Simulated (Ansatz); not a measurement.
# BHLYP/def2-SVP (core potential) run of CH6FNSn (SMILES [CH3][SnH]([NH2])[F])

Aim: the energy change on altering one bond length of CH6FNSn at BHLYP/def2-SVP (core potential), from 2 runs. 

The calculation is run with Ansatz 0.2.0.

112 further runs of the same task are left out: 112 set aside as unsound or not needed.

## (1) The system as given

CH6FNSn: 10 atoms, total charge 0, spin state singlet. SMILES: `[CH3][SnH]([NH2])[F]`. Geometry: relaxed at PBE0-D4/def2-TZVP. This is one conformer, not always the lowest.

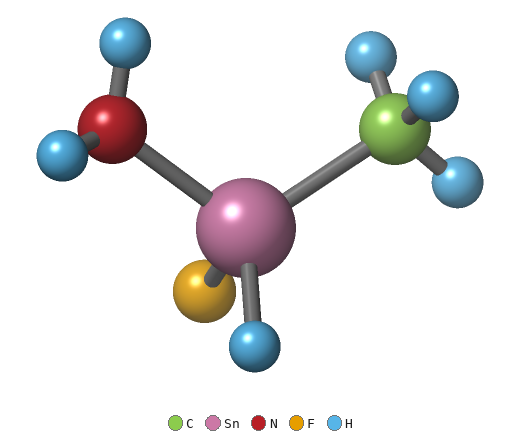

Viewed from a chosen angle; carbon green, tin pink, nitrogen red, fluorine amber, hydrogen blue.

## (2) The energy at BHLYP/def2-SVP (core potential)

File in.yaml:

```yaml
crystal:
  periodic: [false, false, false]
  atoms:
    - symbol: C
      position_ang: [-1.023300, 1.186900, 0.305600]
    - symbol: Sn
      position_ang: [-0.012600, -0.424100, -0.632800]
    - symbol: N
      position_ang: [1.522200, -1.085200, 0.465800]
    - symbol: F
      position_ang: [-1.308600, -1.855400, -0.593400]
    - symbol: H
      position_ang: [-1.191500, 0.935400, 1.352900]
    - symbol: H
      position_ang: [-0.432400, 2.100700, 0.242800]
    - symbol: H
      position_ang: [-1.985300, 1.342500, -0.181300]
    - symbol: H
      position_ang: [0.413300, -0.329300, -2.280300]
    - symbol: H
      position_ang: [1.719700, -0.610700, 1.333200]
    - symbol: H
      position_ang: [2.381600, -1.312000, -0.009700]
basis:
  gaussian: {orbitals: def2-SVP}
hamiltonian: {xc: {name: BHLYP}}
accuracy: high
output: {orbitals: {seedname: orbitals}}
```

Command:

```sh
$ ansatz run in.yaml --threads 1 --pin off --max-ram 3480MiB --events-out events.jsonl --progress --plain --runs-dir runs
```

Output:

```text
Warning: RAYON_NUM_THREADS=1 ignored (pool sized by the plan → 1); use --threads N
Functional definition: BHLYP
  name "BHLYP"
  parameter a = 0.5
  exchange = (1 - a)*b88_x + a*exact_x
  correlation = lyp_c
2383 factors; integrals over basis functions are off by at most 8.1e-9 eV
mean field evaluation 1: about -11156.6403 eV, gradient 6.3e1 eV
mean field evaluation 2: about -11154.7385 eV, gradient 7.0e1 eV
mean field evaluation 4: about -11164.5399 eV, gradient 2.3e0 eV
mean field evaluation 8: about -11164.9031 eV, gradient 2.5e-1 eV
mean field evaluation 16: about -11164.9033 eV, gradient 7.6e-5 eV
mean field -11164.90326047 eV, -410.3026269792 hartree, gradient 7.2e-8 eV, S^2 0.000000; 0 other end points of the search recorded, 0 dependent functions left out
reference -11164.90328973 eV, -410.3026280544 hartree; 25, 25 occupied and 73, 73 virtual orbitals, 2383 factors
Total energy: -11164.90328973 eV, -410.3026280544 hartree
```

Run time: 12 s. Hardware: 1 thread of Arm Neoverse V2, shared host; peak memory 0.38 GiB.

## (3) The distorted shape, same level

File in.yaml:

```yaml
crystal:
  periodic: [false, false, false]
  atoms:
    - symbol: C
      position_ang: [-1.364011, 1.111062, 1.623564]
    - symbol: Sn
      position_ang: [-0.353311, -0.499938, 0.685164]
    - symbol: "N"
      position_ang: [1.181489, -1.161038, 1.783764]
    - symbol: F
      position_ang: [-1.649311, -1.931238, 0.724564]
    - symbol: H
      position_ang: [-1.532211, 0.859562, 2.670864]
    - symbol: H
      position_ang: [-0.773111, 2.024862, 1.560764]
    - symbol: H
      position_ang: [-2.326011, 1.266662, 1.136664]
    - symbol: H
      position_ang: [0.413300, -0.329300, -2.280300]
    - symbol: H
      position_ang: [1.378989, -0.686538, 2.651164]
    - symbol: H
      position_ang: [2.040889, -1.387838, 1.308264]
basis:
  gaussian: {orbitals: def2-SVP}
accuracy: high
output: {orbitals: {seedname: orbitals}}
hamiltonian: {xc: {name: BHLYP}}
```

Command:

```sh
$ ansatz run in.yaml --threads 1 --pin off --max-ram 3480MiB --events-out events.jsonl --progress --plain --runs-dir runs
```

Output:

```text
Warning: RAYON_NUM_THREADS=1 ignored (pool sized by the plan → 1); use --threads N
[... 5 set-up lines as earlier in the session ...]
2343 factors; integrals over basis functions are off by at most 1.7e-8 eV
mean field evaluation 1: about -11153.2454 eV, gradient 6.3e1 eV
mean field evaluation 2: about -11147.2776 eV, gradient 7.9e1 eV
mean field evaluation 4: about -11161.3812 eV, gradient 4.0e0 eV
mean field evaluation 8: about -11161.5125 eV, gradient 2.7e-1 eV
mean field evaluation 16: about -11161.5129 eV, gradient 1.2e-4 eV
mean field -11161.51289284 eV, -410.1780332666 hartree, gradient 5.8e-8 eV, S^2 0.000000; 0 other end points of the search recorded, 0 dependent functions left out
reference -11161.51292443 eV, -410.1780344275 hartree; 25, 25 occupied and 73, 73 virtual orbitals, 2343 factors
Total energy: -11161.51292443 eV, -410.1780344275 hartree
```

It took 11 s on 1 thread of Arm Neoverse V2, shared host; peak memory 0.37 GiB.

## (4) What came out

At BHLYP/def2-SVP (core potential):

| quantity | value |
| --- | --- |
| first shape: total energy | -410.30263 Eh |
| first shape: HOMO energy | -8.58 eV |
| first shape: LUMO energy | 1.22 eV |
| first shape: HOMO–LUMO gap | 9.80 eV |
| distorted shape: total energy | -410.17803 Eh |
| distorted shape: HOMO energy | -7.52 eV |
| distorted shape: LUMO energy | -2.62 eV |
| distorted shape: HOMO–LUMO gap | 4.90 eV |
| energy change with the Sn2–H8 bond stretched from 1.704 to 3.068 Å | 3.390 eV |

What this shows: With the Sn2–H8 bond stretched from 1.704 to 3.068 Å the energy rises by 3.39 eV (78 kcal/mol). The first shape isn't relaxed at this level, so the change isn't measured from a minimum. A restricted reference can't describe the breaking bond well at this length.
